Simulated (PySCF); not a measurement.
## Electronic structure of C$_{4}$H$_{10}$O$_{3}$SSi$_{2}$ in real space

```yaml
atoms:
  - { symbol: C, position_ang: [-2.7197, 0.6003, 0.0115] }
  - { symbol: C, position_ang: [-1.3342, 0.6713, -0.5794] }
  - { symbol: O, position_ang: [-0.8855, 1.7533, -0.9968] }
  - { symbol: C, position_ang: [-0.5238, -0.4996, -0.5940] }
  - { symbol: C, position_ang: [-0.8711, -1.8561, 0.0036] }
  - { symbol: Si, position_ang: [0.2845, -0.8953, 1.1363] }
  - { symbol: S, position_ang: [2.3706, -0.9131, 1.0478] }
  - { symbol: Si, position_ang: [2.7663, 0.7384, -0.4495] }
  - { symbol: O, position_ang: [2.8854, -0.0401, -1.8623] }
  - { symbol: O, position_ang: [1.6177, 1.8162, -0.4493] }
  - { symbol: H, position_ang: [-3.3138, -0.1394, -0.5222] }
  - { symbol: H, position_ang: [-3.1973, 1.5733, -0.0696] }
  - { symbol: H, position_ang: [-2.6724, 0.3127, 1.0598] }
  - { symbol: H, position_ang: [0.2182, -0.5095, -1.3826] }
  - { symbol: H, position_ang: [-1.9003, -1.9956, 0.3034] }
  - { symbol: H, position_ang: [-0.5099, -2.6986, -0.5707] }
  - { symbol: H, position_ang: [-0.3222, -0.2462, 2.2798] }
  - { symbol: H, position_ang: [3.9888, 1.3139, 0.0547] }
  - { symbol: H, position_ang: [3.4468, -0.8036, -1.9711] }
  - { symbol: H, position_ang: [0.6666, 1.8284, -0.7928] }
```

Geometry: GFN2-xTB.

All numbers below come from PySCF 2.14.0, PBE0/pcSseg-1, SCF density, gas phase, non-relativistic.

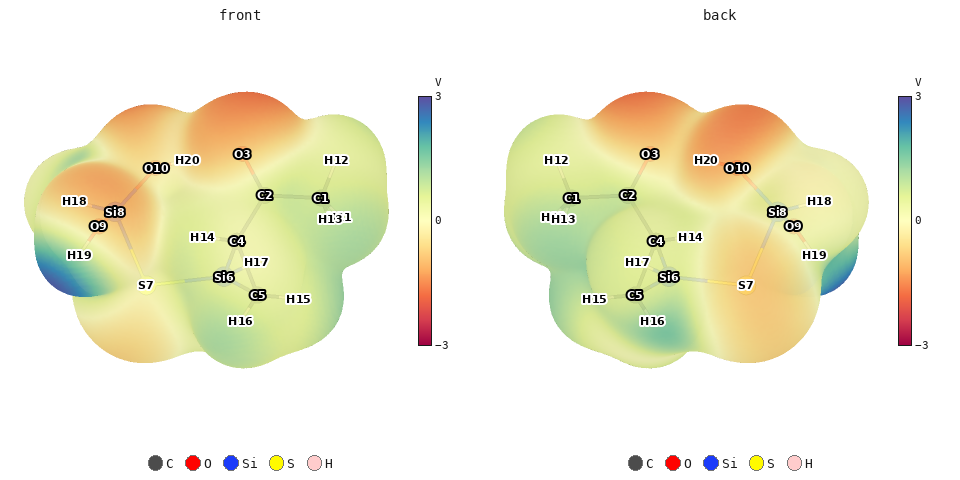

Figure 1. The molecular electrostatic potential painted on the density surface at 0.002 e/bohr³, seen from the front and from behind; the colour scale runs from red (negative) to blue (positive).

Question: Where is the surface potential most negative and most positive?

Answer: The most negative region (about −1.7 V) lies over O3, the most positive (about +2.7 V) over H19. O3 is the likeliest acceptor of a hydrogen bond.

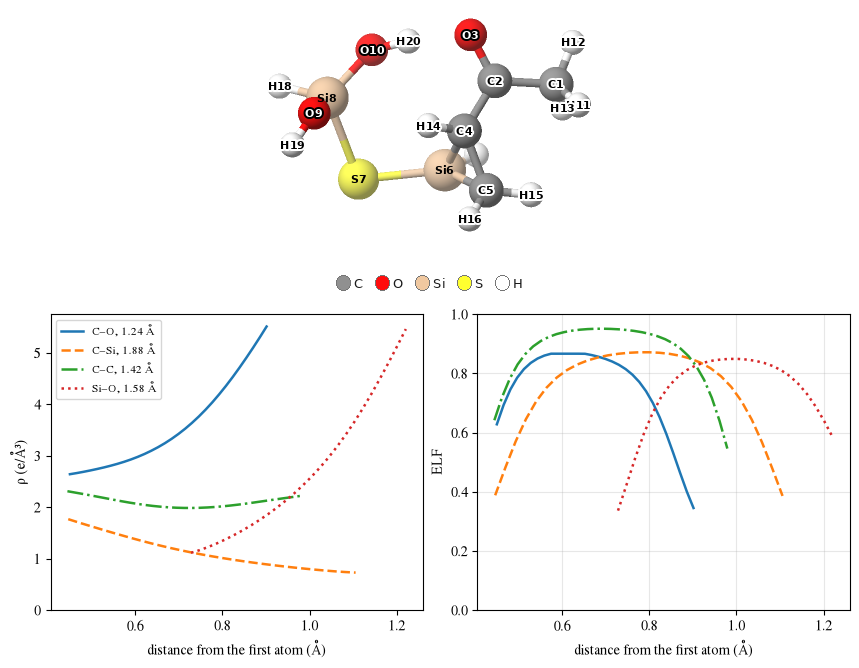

Figure 2. Electron density and ELF along straight lines between neighbouring atoms. The curves leave out the atomic cores. The structure is drawn too.

Question: What can be read from the curves?

Answer: C–O (1.24 Å): the density is about 3 e/Å³ at the midpoint; the ELF peaks at about 0.85 between the atoms (a short, strongly polar bond).
C–Si (1.88 Å): ρ is about 0.85 e/Å³ halfway; the ELF peaks at about 0.85 between the atoms; a shared electron pair.
C–C (1.42 Å): the density is about 2 e/Å³ at the midpoint; the ELF peaks at about 0.95 between the atoms (localised, covalent bonding).
Si–O (1.58 Å): the density is about 1.3 e/Å³ at the midpoint; the ELF peaks at about 0.85 between the atoms: a short, strongly polar bond.
